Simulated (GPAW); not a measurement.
# SiO2 (P4_2/mnm): refractive index against wavelength

The refractive index of SiO2 (P4_2/mnm) along x below the direct gap (5.61 eV on the mesh) is read from one computed spectrum, n = √(Re ε). x, y and z are the Cartesian axes of the input cell.

The structure is tetragonal, space group P4_2/mnm (No. 136). The conventional cell has a = 4.177 Å, b = 4.177 Å, c = 2.665 Å, α = 90.00°, β = 90.00°, γ = 90.00°. Around Si on site a lie 6 O at 1.76 to 1.81 Å. O on site f has 3 Si at 1.76 to 1.81 Å as nearest neighbours.

Method: GPAW 26.7.0, LDA, RPA, k-mesh 7×7×11, local fields up to 50 eV, Lorentzian half width 0.15 eV.

Launch of the response step: `OMP_NUM_THREADS=1 python df.py`. The run took 4.8 min, its band step included, on 1 thread of Arm Neoverse N1, with other jobs on the host.

```
wavelength (nm)  photon energy E (eV)       n
            700                 1.771  1.8282
            633                 1.959  1.8309
            532                 2.331       ?
            450                 2.755  1.8459
            405                 3.061  1.8534
            365                 3.397  1.8628
            308                 4.025  1.8843
```

In the single-oscillator model n² − 1 = E₀E_d/(E₀² − E²), so 1/(n² − 1) = E₀/E_d − E²/(E₀E_d) is linear in E².

Working, on the rows shown:

| x = E² (eV²) | y = 1/(n² − 1) |
| --- | --- |
| 3.13716 | 0.426928 |
| 3.83641 | 0.425135 |
| 7.59115 | 0.415395 |
| 9.37179 | 0.410662 |
| 11.5384 | 0.404854 |
| 16.2043 | 0.392067 |

Means: x̄ = 8.6132, ȳ = 0.41251. Σ(x − x̄)(y − ȳ) = -0.3212, Σ(x − x̄)² = 120.6. Slope = -0.3212 / 120.6 = -0.002663; intercept = ȳ − slope · x̄ = 0.43544. Turned back into n, the line misses the rows shown by at most 0.00039.

What does the fit predict for the withheld row, and how well does it do?

At x = 5.4314 the line gives y = 0.42098, that is 1.8372. The run gave 1.8372, so the interpolation holds to the digits printed.

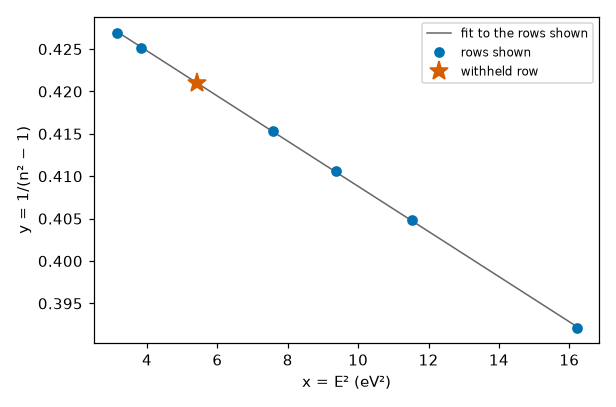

Refitted with all rows, the slope is -0.002664 and the intercept 0.43545. These give E₀ = √(intercept/−slope) = 12.79 eV and E_d = E₀/intercept = 29.4 eV; E₀ is 2.3 times the direct gap. The electronic limit at long wavelengths, without lattice vibrations, is n = √(1 + 1/intercept) = 1.816. Excitons are left out; LDA gaps are as a rule too small. The values come from a sum over the points of one k-mesh and carry its error, which grows as the direct gap shrinks. This version of GPAW has incomplete matrix elements in the optical limit, which can lower ε − 1 by up to a tenth where first-row anions or d states rule.

[Logs are printed without paths, hosts, clocks, repeated set-up lines and the standing remarks that a program may print on its own settings, such as how far it seeks lower states.]
